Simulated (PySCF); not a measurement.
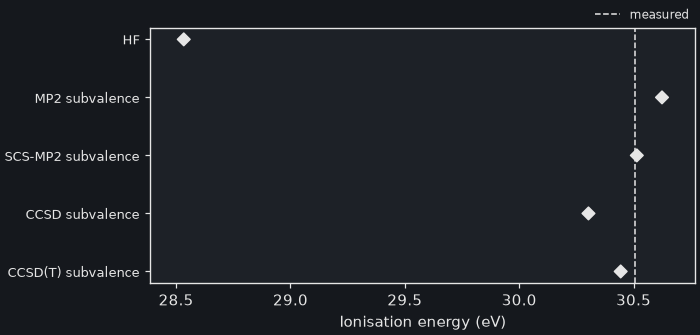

The ionisation energy of Sn²⁺ ([Kr] 4d¹⁰ 5s² → [Kr] 4d¹⁰ 5s) across levels of theory. PySCF, aug-cc-pwCVTZ-PP with a 28-electron core potential, unrestricted single determinants, no spin-orbit coupling. Methods marked “subvalence” freeze no core electrons.

Summarise the spread and list the values.

The values run from 28.53 eV (HF) to 30.62 eV (MP2 subvalence). The measured value is 30.51 eV; nearest to it come SCS-MP2 subvalence (+0.01) and CCSD(T) subvalence (−0.06), furthest HF (−1.97 eV).

```csv
Method,Ionisation energy (eV)
HF,28.53
MP2 subvalence,30.62
SCS-MP2 subvalence,30.51
CCSD subvalence,30.30
CCSD(T) subvalence,30.44
```
